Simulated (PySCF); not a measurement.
C₄H₁₀OP₂Si₂

```xyz
19

C    -2.9179    0.7896    2.5909
C    -2.7499    0.3489    1.1596
O    -3.6151    0.4099    0.3198
C    -1.4293   -0.1537    0.8755
C    -0.3308   -0.5881    0.6118
Si    1.3928   -1.1146    0.1603
P     2.6777    0.3783    1.2598
Si    1.6107   -1.1009   -2.1752
P     1.4486    1.0349   -2.8427
H    -2.6971   -0.0425    3.2569
H    -2.2095    1.5874    2.8085
H    -3.9329    1.1414    2.7566
H     1.5902   -2.4109    0.8267
H     2.5390    1.3671    0.2979
H     3.8593   -0.0773    0.6984
H     0.6369   -1.9808   -2.8330
H     2.9441   -1.5368   -2.6178
H     0.1578    1.2069   -2.3748
H     1.0156    0.7506   -4.1229
```

Geometry: GFN2-xTB.

All numbers below come from PBE0/pcSseg-1, SCF density, gas phase, non-relativistic in PySCF.

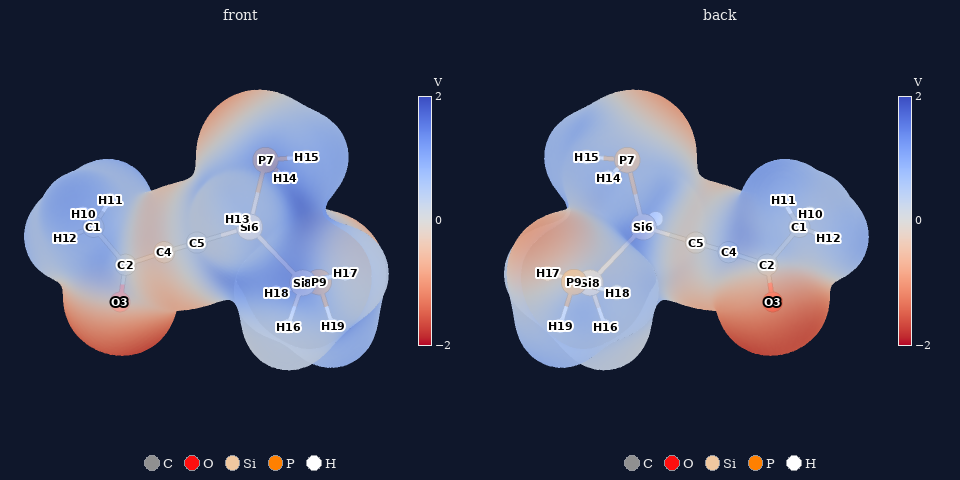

Figure 1. The electrostatic potential painted on the density surface at 0.002 e/bohr³, seen from the front and from behind; red is negative and blue positive.

Question: Which sites attract a positive test charge, and which a negative one?

Answer: A positive charge is drawn to the negative regions and a negative charge to the positive ones. The most negative region (about −1.6 V, or −37 kcal/mol for a unit charge) lies over O3, the most positive (about +1.4 V, or +32 kcal/mol for a unit charge) over Si6. O3 is the likeliest acceptor of a hydrogen bond.

Question: How polar is the molecule by this calculation?

Answer: Its dipole moment is 2.05 D.

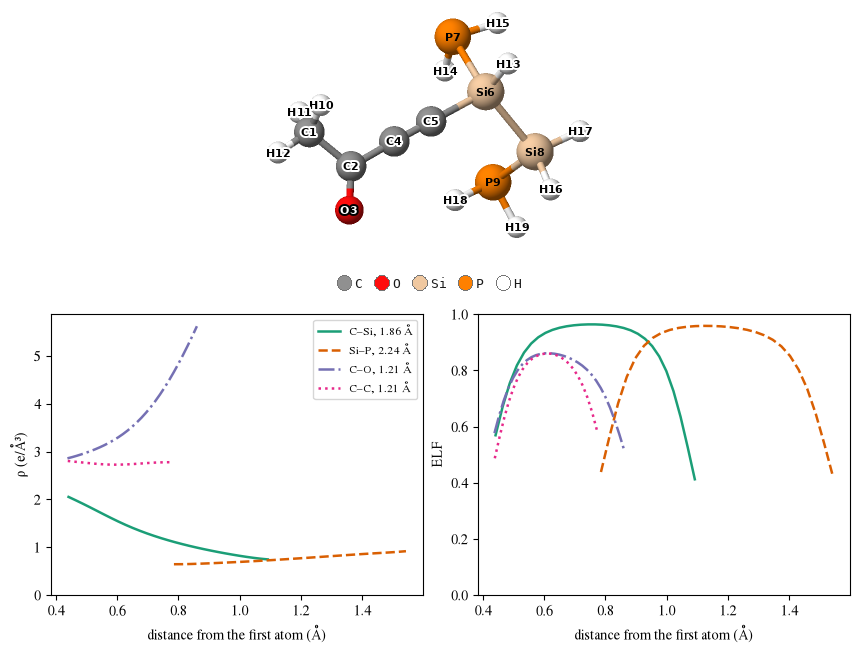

Figure 2. Electron density and electron localisation function along straight lines between neighbouring atoms. The curves leave out the atomic cores. The structure is drawn too.

Question: What kind of bonding do the profiles show?

Answer: C–Si (1.86 Å): ρ at the midpoint is about 0.9 e/Å³; the ELF peaks at about 0.95 between the atoms, as expected for a shared electron pair.
Si–P (2.24 Å): the density is about 0.74 e/Å³ at the midpoint; the ELF peaks at about 0.95 between the atoms, as expected for a shared electron pair.
C–O (1.21 Å): the density is about 3.3 e/Å³ at the midpoint; the ELF peaks at about 0.85 between the atoms: a multiple bond.
C–C (1.21 Å): the density is about 2.7 e/Å³ at the midpoint; the ELF peaks at about 0.85 between the atoms: a multiple bond.
